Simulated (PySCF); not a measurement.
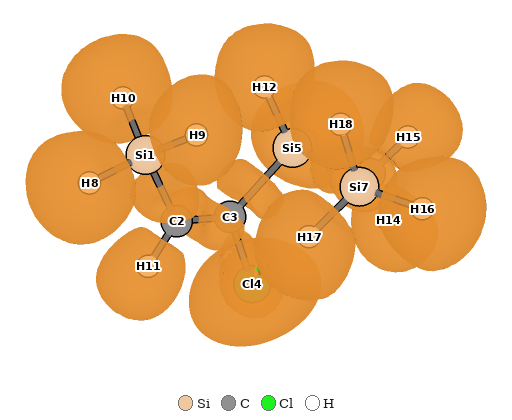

C3H11ClSi3 (SMILES [SiH3]/C=C(/Cl)[SiH2]C[SiH3]). Isosurface of the electron localisation function at 0.75 (orange), seen from one side. Only the valence region is drawn (cores and ρ < 0.01 e/Å³ removed).

Geometry: GFN2-xTB.

These are results of B3LYP/def2-SVPD, SCF density, gas phase (PySCF 2.14.0), not measurements.

```xyz
18

Si   -2.0723    1.6274   -0.4096
C    -1.8821    0.0070    0.5252
C    -1.1282   -1.0135    0.1437
Cl   -1.0579   -2.4425    1.1574
Si   -0.0034   -1.2178   -1.3647
C     1.7903   -1.0495   -0.7662
Si    2.2439    0.6368   -0.0146
H    -2.8850    2.5119    0.4310
H    -0.7696    2.2494   -0.6530
H    -2.7678    1.4005   -1.6794
H    -2.4392   -0.0795    1.4525
H    -0.3417   -0.1967   -2.3610
H    -0.2533   -2.5597   -1.9053
H     1.9846   -1.8250   -0.0245
H     2.4573   -1.2580   -1.6023
H     3.6378    0.6007    0.4417
H     1.3718    0.9354    1.1226
H     2.1060    1.6795   -1.0346
```

Q: Identify the bonds, lone pairs and shells in this picture.

A: At this value the surface marks out one region between bonded C–C atoms (shared pairs), two regions between bonded C–Si atoms (shared pairs), eleven regions around hydrogen nuclei, one region on C in which the atom's valence shell and bonds are merged and one region on Cl in which the atom's valence shell and bonds are merged. Profiles from the grid: C–C (1.32 Å): the ELF peaks at about 0.90 between the atoms; a multiple bond. C–Cl (1.75 Å): the ELF peaks at about 0.90 between the atoms; a shared electron pair.
